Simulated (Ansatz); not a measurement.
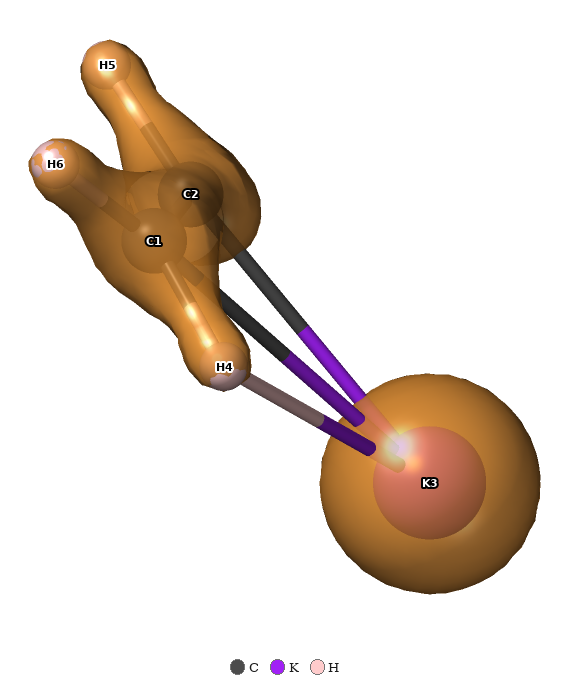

*C2H3K. Isosurface of the total electron density at 1.5 e/Å³ (orange), seen at an oblique angle.*

Geometry: r2SCAN-D4/def2-TZVP.

Theory: isolated molecule in a Gaussian basis; Kohn-Sham density functional theory, functional PBE0 in Ansatz.

```json
{"atom": "C", "x (Å)": "-0.6087", "y (Å)": "-0.2851", "z (Å)": "0.0114"}
{"atom": "C", "x (Å)": "0.4294", "y (Å)": "0.4127", "z (Å)": "-0.4862"}
{"atom": "K", "x (Å)": "0.8609", "y (Å)": "1.5095", "z (Å)": "1.8052"}
{"atom": "H", "x (Å)": "-0.9323", "y (Å)": "-0.2110", "z (Å)": "1.0698"}
{"atom": "H", "x (Å)": "0.5770", "y (Å)": "0.1900", "z (Å)": "-1.5527"}
{"atom": "H", "x (Å)": "-1.2490", "y (Å)": "-0.9910", "z (Å)": "-0.5344"}
```

**What does this surface tell about the bonding?**

At this value the surface falls into two separate pieces. It bridges the sampled C–C (1.35 Å) and C–H (1.10 Å) contacts, where the density stays above the isovalue. It is pinched off along the sampled C–K (2.58 Å) and C–K (2.93 Å) contacts. On the grid the lowest density along these lines, outside the cores, is 2.3 e/Å³ (C–C, 1.35 Å), 0.22 e/Å³ (C–K, 2.58 Å), 1.8 e/Å³ (C–H, 1.10 Å) and 0.11 e/Å³ (C–K, 2.93 Å).
